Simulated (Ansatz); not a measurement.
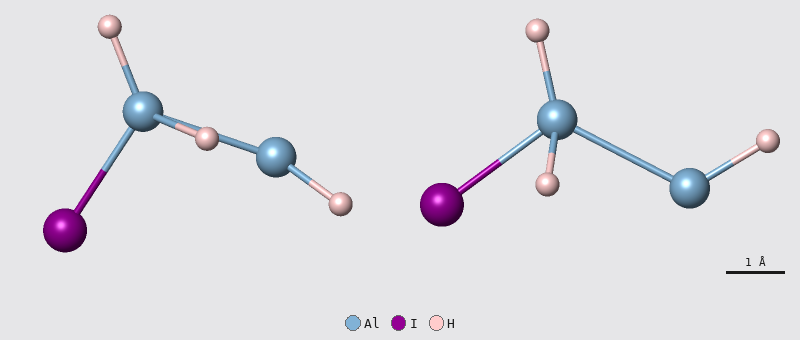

Two geometries of Al$_{2}$H$_{3}$I, drawn at one scale. One is the start of a relaxation, the other its converged end. A ball-and-stick model, seen at a tilt.

Method: RKS PBE-D4/def2-SVP in Ansatz 0.2.0. (force threshold 0.03 eV/Å; at most 250 steps)

Q: Which one is relaxed?

A: The left one is the relaxed one. It is one of the separated reactants of a reaction. The energy falls by 58.6 kcal/mol in 15 geometry steps. The largest force component goes from 2.4 to 0.018 eV/Å. The atom that moves furthest after the best rigid fit is an H atom (1.33 Å). Largest moves by element: H 1.33 Å, Al 0.72 Å, I 0.69 Å. Some distances before and after: H–I 2.180 → 3.403 Å, Al–H 1.520 → 1.722 Å, Al–Al 2.599 → 2.474 Å, Al–I 2.494 → 2.521 Å. Bond angles that change, for instance: I–Al–H 60.1° → 105.1°, Al–Al–H 74.7° → 53.7°, H–Al–H 134.2° → 117.5°. The run took 8 s on 2 threads of AMD EPYC 9B45, on a shared host.
